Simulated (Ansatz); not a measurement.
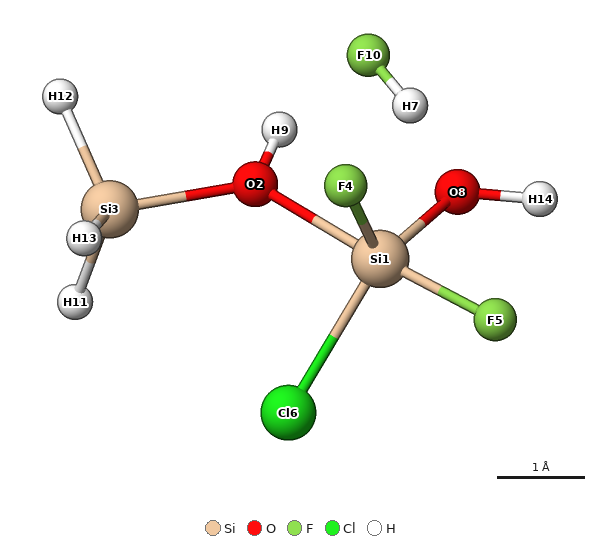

The structure as given in the input (ball-and-stick view, seen at a tilt; atoms are numbered from 1 in the order of the input). Bond lengths as drawn: Cl–Si 2.07 Å, F–H 0.85 Å, F–Si 1.60 to 1.62 Å, H–O 0.86 to 0.96 Å, H–Si 1.47 to 1.48 Å and O–Si 1.69 to 1.91 Å.

**Run report: Si₂H₆ClO₂F₃, geometry relaxation (part 1 of 2)**

System: Si₂H₆ClO₂F₃.
Method: RKS PBE0-D4/def2-TZVP (Ansatz 0.2.0).

The geometry is a transition state displaced along its imaginary mode. The reaction was set up to form Si1–O8, H7–F10 and O2–H9 and to break Si1–O2, H7–O8 and H9–F10 (atoms counted from 1 in the order of the input); sticks are drawn by distance alone. Figures and captions count atoms from 1; the log counts them from 0 in places.

Input:
```yaml
crystal:
  periodic: [false, false, false]
  atoms:
    - {symbol: Si, position_ang: [-0.193107, 0.575762, 1.199520]}
    - {symbol: O, position_ang: [0.019267, -0.150936, -0.554367]}
    - {symbol: Si, position_ang: [-1.114131, -0.194485, -1.832480]}
    - {symbol: F, position_ang: [-0.054387, 2.027406, 0.543317]}
    - {symbol: F, position_ang: [-0.249173, 1.043979, 2.744858]}
    - {symbol: Cl, position_ang: [-2.134086, -0.154142, 1.174413]}
    - {symbol: H, position_ang: [1.924729, -0.684670, 0.435911]}
    - {symbol: O, position_ang: [1.217827, -0.307581, 1.466830]}
    - {symbol: H, position_ang: [0.816654, -0.457514, -0.678936]}
    - {symbol: F, position_ang: [2.261173, -0.940865, -0.306592]}
    - {symbol: H, position_ang: [-1.940215, -1.408688, -1.716221]}
    - {symbol: H, position_ang: [-0.236793, -0.251824, -3.018005]}
    - {symbol: H, position_ang: [-1.915895, 1.041993, -1.792302]}
    - {symbol: H, position_ang: [1.598137, -0.138436, 2.334354]}
basis:
  gaussian: {orbitals: def2-TZVP}
hamiltonian: {xc: pbe0, dispersion: d4}
relax: {f_tol: 0.005, max_steps: 200}
```

Command:
```bash
ansatz run in.yaml --threads 4 --pin off --events-out ev --progress --plain --max-ram 66560MiB --backend cuda --devices 0, --max-vram 37GiB
```

What the program printed:
```
Functional definition: PBE0
  name "PBE0"
  cite "Adamo & Barone, J. Chem. Phys. 110, 6158 (1999) doi:10.1063/1.478522"
  cite "Perdew, Burke & Ernzerhof, Phys. Rev. Lett. 77, 3865 (1996) doi:10.1103/PhysRevLett.77.3865"
  parent pbe
  parameter a = 0.25
  parameter kappa = 0.804
  parameter beta = 0.06672455060314922
  exchange = (1 - a)*pbe_x(kappa = kappa, mu = beta*pi^2/3) + a*exact_x
  correlation = pbe_c(beta = beta)
1838 factors; their error is unknown
mean field evaluation 1: about -40601.2126 eV, gradient 8.2e1 eV
mean field evaluation 2: about -40593.0062 eV, gradient 1.1e2 eV
mean field evaluation 4: about -40610.3920 eV, gradient 4.0e0 eV
mean field evaluation 8: about -40610.4147 eV, gradient 7.3e-2 eV
mean field evaluation 16: about -40610.5566 eV, gradient 9.4e-5 eV
mean field -40610.55664138 eV, -1492.4104297469 hartree, gradient 3.1e-5 eV, S^2 0.000000; 0 other end points of the search recorded, 0 dependent functions left out
the calculation of the forces begins
reference -40610.55667558 eV, -1492.4104310037 hartree; 47, 47 occupied and 255, 255 virtual orbitals, 1838 factors
relax step   1: F+E_penalty+E_count = -40610.90459963 eV  Δ(F+E_penalty+E_count) = +0.000e0 eV  max|allowed force component| = 8.262e0 eV/Å  Δτ_max = 0.0000 Å  (28 SCF iters, accepted)
these checks for a lower state are left out or cut short: starts, cluster_reference, orbital_swaps, neighbouring_geometries, increment
1838 factors; their error is unknown
mean field -40611.73825321 eV, -1492.4538531807 hartree, gradient 1.9e-5 eV, S^2 0.000000; 0 other end points of the search recorded, 0 dependent functions left out
[... from here on the field's lines of each further geometry are left out, up to the last ...]
relax step   2: F+E_penalty+E_count = -40612.08276316 eV  Δ(F+E_penalty+E_count) = -1.178e0 eV  max|allowed force component| = 1.445e0 eV/Å  Δτ_max = 0.1515 Å  (29 SCF iters, accepted)
relax step   3: F+E_penalty+E_count = -40612.17218582 eV  Δ(F+E_penalty+E_count) = -8.942e-2 eV  max|allowed force component| = 2.574e-1 eV/Å  Δτ_max = 0.0587 Å  (31 SCF iters, accepted)
relax step   4: F+E_penalty+E_count = -40612.16032451 eV  Δ(F+E_penalty+E_count) = +1.186e-2 eV  max|allowed force component| = 4.575e-1 eV/Å  Δτ_max = 0.1104 Å  (30 SCF iters, rejected (line search))
relax step   5: F+E_penalty+E_count = -40612.19187781 eV  Δ(F+E_penalty+E_count) = -1.969e-2 eV  max|allowed force component| = 1.782e-1 eV/Å  Δτ_max = 0.0454 Å  (31 SCF iters, accepted)
relax step   6: F+E_penalty+E_count = -40612.19225108 eV  Δ(F+E_penalty+E_count) = -3.733e-4 eV  max|allowed force component| = 1.662e-1 eV/Å  Δτ_max = 0.0248 Å  (31 SCF iters, accepted)
relax step   7: F+E_penalty+E_count = -40612.19553490 eV  Δ(F+E_penalty+E_count) = -3.284e-3 eV  max|allowed force component| = 1.308e-1 eV/Å  Δτ_max = 0.0181 Å  (31 SCF iters, accepted)
relax step   8: F+E_penalty+E_count = -40612.19551787 eV  Δ(F+E_penalty+E_count) = +1.704e-5 eV  max|allowed force component| = 1.194e-1 eV/Å  Δτ_max = 0.0292 Å  (32 SCF iters, rejected (line search))
relax step   9: F+E_penalty+E_count = -40612.19763139 eV  Δ(F+E_penalty+E_count) = -2.096e-3 eV  max|allowed force component| = 1.204e-1 eV/Å  Δτ_max = 0.0142 Å  (32 SCF iters, accepted)
relax step  10: F+E_penalty+E_count = -40612.19889888 eV  Δ(F+E_penalty+E_count) = -1.267e-3 eV  max|allowed force component| = 7.284e-2 eV/Å  Δτ_max = 0.0283 Å  (32 SCF iters, accepted)
relax step  11: F+E_penalty+E_count = -40612.19904452 eV  Δ(F+E_penalty+E_count) = -1.456e-4 eV  max|allowed force component| = 7.983e-2 eV/Å  Δτ_max = 0.0035 Å  (32 SCF iters, accepted)
relax step  12: F+E_penalty+E_count = -40612.19918509 eV  Δ(F+E_penalty+E_count) = -1.406e-4 eV  max|allowed force component| = 8.564e-3 eV/Å  Δτ_max = 0.0027 Å  (33 SCF iters, accepted)
relax step  13: F+E_penalty+E_count = -40612.19928147 eV  Δ(F+E_penalty+E_count) = -9.638e-5 eV  max|allowed force component| = 6.777e-3 eV/Å  Δτ_max = 0.0095 Å  (33 SCF iters, accepted)
relax step  14: F+E_penalty+E_count = -40612.19935893 eV  Δ(F+E_penalty+E_count) = -7.746e-5 eV  max|allowed force component| = 7.672e-3 eV/Å  Δτ_max = 0.0148 Å  (32 SCF iters, accepted)
relax step  15: F+E_penalty+E_count = -40612.19941665 eV  Δ(F+E_penalty+E_count) = -5.771e-5 eV  max|allowed force component| = 9.706e-3 eV/Å  Δτ_max = 0.0181 Å  (31 SCF iters, accepted)
relax step  16: F+E_penalty+E_count = -40612.19946904 eV  Δ(F+E_penalty+E_count) = -5.239e-5 eV  max|allowed force component| = 8.692e-3 eV/Å  Δτ_max = 0.0155 Å  (33 SCF iters, accepted)
relax step  17: F+E_penalty+E_count = -40612.19951067 eV  Δ(F+E_penalty+E_count) = -4.163e-5 eV  max|allowed force component| = 7.327e-3 eV/Å  Δτ_max = 0.0134 Å  (32 SCF iters, accepted)
relax step  18: F+E_penalty+E_count = -40612.19953325 eV  Δ(F+E_penalty+E_count) = -2.258e-5 eV  max|allowed force component| = 8.791e-3 eV/Å  Δτ_max = 0.0110 Å  (31 SCF iters, accepted)
the calculation of the forces begins
reference -40611.85923434 eV, -1492.4582991551 hartree; 47, 47 occupied and 255, 255 virtual orbitals, 1838 factors
relax step  19: F+E_penalty+E_count = -40612.19954899 eV  Δ(F+E_penalty+E_count) = -1.574e-5 eV  max|allowed force component| = 3.761e-3 eV/Å  Δτ_max = 0.0030 Å  (33 SCF iters, accepted)
1838 factors; their error is unknown
mean field evaluation 160: about -40611.8592 eV, gradient 5.1e-3 eV
```

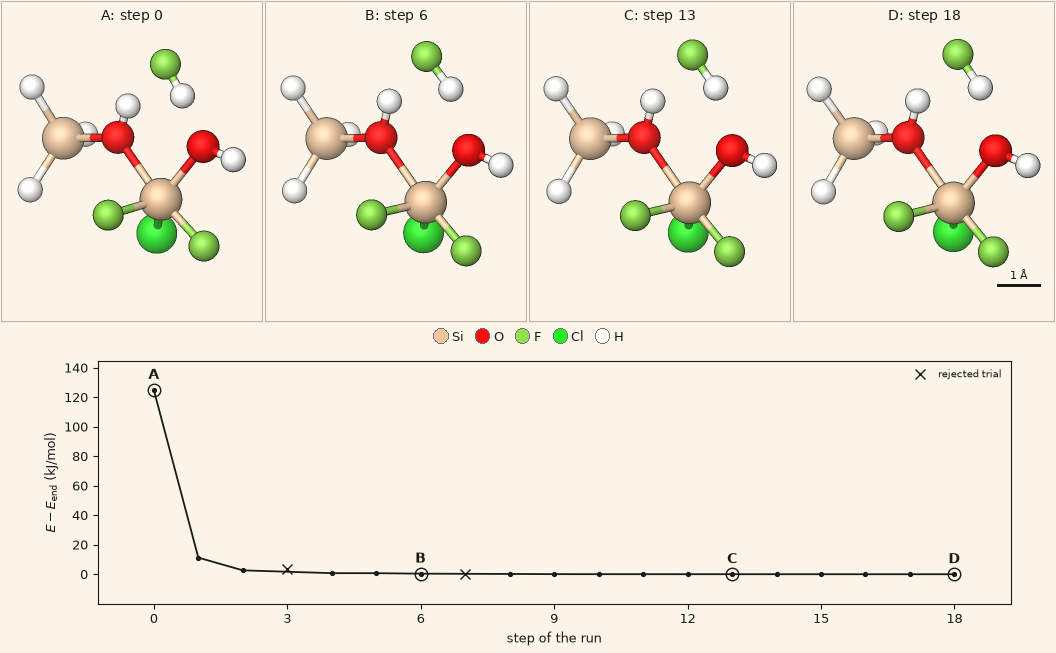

Frames of the relaxation (ball-and-stick view, seen at a tilt) above the curves, on which the letters mark them (the first geometry is step 0 here and step 1 in the log).

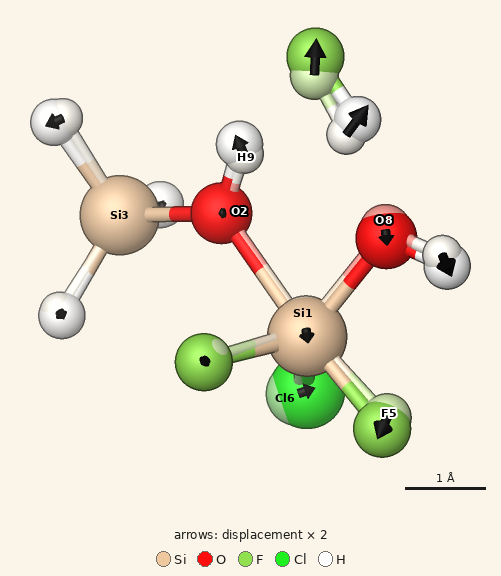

Start (faint) and end (solid) with the displacements as black arrows, magnified 2 times (ball-and-stick view, seen at a tilt). The two geometries are laid on each other by the best rigid fit. The atom that moves furthest after the best rigid fit is H7 (0.24 Å). By element the largest moves are H 0.24 Å, F 0.24 Å, Cl 0.12 Å, O 0.10 Å, Si 0.10 Å. Among the contacts that change: O2–H9 0.863 → 0.983 Å, Si1–O2 1.910 → 2.024 Å, H7–F10 0.854 → 0.964 Å, Si1–Cl6 2.074 → 2.054 Å. Among the angles that change: Cl6–Si1–O8 126.9° → 122.1°, O2–Si1–F4 87.6° → 84.5°, Si3–O2–H9 119.7° → 116.7°. Over 18 geometry steps the energy falls by 124.9 kJ/mol. The largest force component goes from 8.3 to 0.0038 eV/Å. The line search rejected the trial steps at points 3, 7 (counted from 0) and went back. (Atoms are counted from 1 in the order of the input.)

```
mean field -40611.85920023 eV, -1492.4582979015 hartree, gradient 8.7e-5 eV, S^2 0.000000; 1 other end points of the search recorded, 0 dependent functions left out
the calculation of the forces begins
reference -40611.85923434 eV, -1492.4582991550 hartree; 47, 47 occupied and 255, 255 virtual orbitals, 1838 factors
Total energy: -40612.19958310 eV, -1492.4708067414 hartree
Atom 0 at    -0.221804     0.641503     1.266172 Å, force     0.000290     0.000559    -0.000112 eV/Å
Atom 1 at    -0.003590    -0.136179    -0.589840 Å, force    -0.000975    -0.001822    -0.001089 eV/Å
Atom 2 at    -1.128982    -0.177864    -1.852480 Å, force    -0.003761    -0.000727    -0.000731 eV/Å
Atom 3 at    -0.111694     2.040519     0.526485 Å, force    -0.000158    -0.000154     0.000469 eV/Å
Atom 4 at    -0.295643     1.199936     2.781972 Å, force    -0.000747     0.000619    -0.001128 eV/Å
Atom 5 at    -2.081282    -0.231488     1.246123 Å, force    -0.000425    -0.000525     0.000543 eV/Å
Atom 6 at     2.113950    -0.831584     0.460492 Å, force    -0.000011     0.000332     0.000836 eV/Å
Atom 7 at     1.172464    -0.242101     1.534216 Å, force     0.002233    -0.000533     0.000676 eV/Å
Atom 8 at     0.893721    -0.486222    -0.785319 Å, force     0.003323     0.000494    -0.000178 eV/Å
Atom 9 at     2.408168    -1.081679    -0.423042 Å, force    -0.000402    -0.000551    -0.000469 eV/Å
Atom 10 at    -1.937331    -1.412418    -1.770848 Å, force     0.000460     0.000497     0.000977 eV/Å
Atom 11 at    -0.314035    -0.177645    -3.090081 Å, force     0.000984     0.000855     0.000009 eV/Å
Atom 12 at    -1.962019     1.034332    -1.747028 Å, force     0.000672     0.000804     0.000618 eV/Å
Atom 13 at     1.468077    -0.139112     2.443476 Å, force    -0.001480     0.000150    -0.000421 eV/Å
Dipole moment:     0.093627    -0.282587    -0.234888 e Å
```

Trajectory as extended XYZ (Å, eV, eV/Å), 19 frames, from step=1 to step=19:
```
14
Properties=species:S:1:pos:R:3:forces:R:3 step=1 energy=-40610.90460
Si   -0.1931    0.5758    1.1995   -0.0732   0.3816   0.3987
O     0.0193   -0.1509   -0.5544   -8.1707   3.0186   1.0624
Si   -1.1141   -0.1945   -1.8325    0.0895  -0.0009   0.0615
F    -0.0544    2.0274    0.5433   -0.0010  -0.2862   0.0699
F    -0.2492    1.0440    2.7449   -0.0881   0.1652   0.1695
Cl   -2.1341   -0.1541    1.1744    0.1670  -0.0375  -0.0686
H     1.9247   -0.6847    0.4359   -1.8566   1.7071   6.3714
O     1.2178   -0.3076    1.4668   -1.4756   0.9341   1.9855
H     0.8167   -0.4575   -0.6789    7.2817  -2.8724  -1.6878
F     2.2612   -0.9409   -0.3066    4.2602  -2.9274  -8.2618
H    -1.9402   -1.4087   -1.7162   -0.0113  -0.0336  -0.0092
H    -0.2368   -0.2518   -3.0180   -0.0031  -0.0107  -0.1063
H    -1.9159    1.0420   -1.7923    0.0562  -0.0095   0.0389
H     1.5981   -0.1384    2.3344   -0.1751  -0.0284  -0.0238
14
Properties=species:S:1:pos:R:3:forces:R:3 step=2 energy=-40612.08276
Si   -0.2029    0.5926    1.2092   -0.0818   0.2843   0.1717
O    -0.0067   -0.1483   -0.5588   -1.2085   0.4044   0.2248
Si   -1.1466   -0.1870   -1.8289    0.1798  -0.0337   0.0600
F    -0.0557    2.0312    0.5340    0.0258  -0.2006   0.0888
F    -0.2872    1.0863    2.7483   -0.0417   0.0753   0.0569
Cl   -2.1253   -0.1672    1.1527    0.0106  -0.0308   0.0832
H     2.0077   -0.7378    0.4597    0.1084   0.0877   1.1304
O     1.2033   -0.2899    1.5102   -0.5337   0.2681   0.3020
H     0.8810   -0.4731   -0.7252    1.1423  -0.4318  -0.5598
F     2.3880   -0.9752   -0.3819    0.5182  -0.3913  -1.4449
H    -1.9697   -1.4051   -1.7170   -0.0267  -0.0050  -0.0132
H    -0.2875   -0.2427   -3.0324   -0.0226   0.0031  -0.0493
H    -1.9360    1.0548   -1.7694   -0.0011  -0.0006   0.0060
H     1.5375   -0.1384    2.3998   -0.0688  -0.0289  -0.0566
14
Properties=species:S:1:pos:R:3:forces:R:3 step=3 energy=-40612.17219
Si   -0.2119    0.6038    1.2142    0.0047   0.1344   0.1925
O    -0.0053   -0.1478   -0.5627   -0.2559   0.0123  -0.0456
Si   -1.1472   -0.1919   -1.8281    0.1296  -0.0140   0.0307
F    -0.0464    2.0332    0.5307   -0.0035  -0.1346   0.0458
F    -0.2992    1.1126    2.7498    0.0201   0.0648   0.0284
Cl   -2.1313   -0.1637    1.1864    0.0803  -0.0262  -0.0571
H     2.0561   -0.7670    0.4755    0.2574  -0.0554  -0.0270
O     1.1832   -0.2932    1.5207   -0.2454   0.0992   0.0546
H     0.9093   -0.4503   -0.7651    0.1733  -0.0589  -0.1314
F     2.4189   -0.9702   -0.4135   -0.0909  -0.0187  -0.0796
H    -1.9756   -1.4078   -1.7181   -0.0061  -0.0027   0.0084
H    -0.3066   -0.2450   -3.0468   -0.0098   0.0026  -0.0058
H    -1.9394    1.0478   -1.7633   -0.0144   0.0088   0.0031
H     1.4952   -0.1602    2.4206   -0.0394  -0.0117  -0.0170
14
Properties=species:S:1:pos:R:3:forces:R:3 step=4 energy=-40612.16032 accepted=F
Si   -0.2245    0.6366    1.2714    0.0692  -0.0929  -0.0406
O    -0.0097   -0.1570   -0.5572    0.2395  -0.0701  -0.4575
Si   -1.1079   -0.2002   -1.8420   -0.1944   0.0625   0.1939
F    -0.0380    2.0252    0.5379   -0.0516   0.2168  -0.0674
F    -0.2763    1.2028    2.7907   -0.1240  -0.1011  -0.1334
Cl   -2.0919   -0.2043    1.2091   -0.1436   0.0731   0.2003
H     2.1076   -0.7811    0.4315   -0.0471  -0.0333  -0.2626
O     1.1371   -0.2886    1.5411    0.2483  -0.1107   0.1139
H     0.9185   -0.4592   -0.7749   -0.4386   0.1545   0.1334
F     2.3458   -0.9632   -0.4959    0.2370  -0.0283   0.3601
H    -1.9556   -1.4055   -1.7214    0.0425  -0.0314  -0.0756
H    -0.2917   -0.2379   -3.0777    0.0354  -0.0155   0.0243
H    -1.9343    1.0220   -1.7657    0.0430   0.0035  -0.0534
H     1.4209   -0.1895    2.4533    0.0842  -0.0271   0.0647
14
Properties=species:S:1:pos:R:3:forces:R:3 step=5 energy=-40612.19188
Si   -0.2153    0.6190    1.2423    0.0389   0.0129   0.1098
O    -0.0103   -0.1509   -0.5710    0.0386   0.0083  -0.0052
Si   -1.1355   -0.1951   -1.8365   -0.0019  -0.0030  -0.0239
F    -0.0465    2.0325    0.5383   -0.0084  -0.0315  -0.0170
F    -0.2913    1.1519    2.7710    0.0042   0.0036  -0.0277
Cl   -2.1148   -0.1765    1.2134    0.0257  -0.0075  -0.0207
H     2.0854   -0.7727    0.4629    0.0900  -0.0524  -0.1782
O     1.1686   -0.2898    1.5334   -0.0877   0.0460   0.0259
H     0.9093   -0.4533   -0.7818   -0.0873   0.0255   0.0148
F     2.3895   -0.9726   -0.4454    0.0175   0.0045   0.1386
H    -1.9643   -1.4129   -1.7315   -0.0116   0.0059   0.0021
H    -0.3026   -0.2439   -3.0605    0.0017   0.0034  -0.0097
H    -1.9387    1.0402   -1.7750   -0.0081  -0.0089   0.0025
H     1.4665   -0.1760    2.4407   -0.0116  -0.0069  -0.0114
```
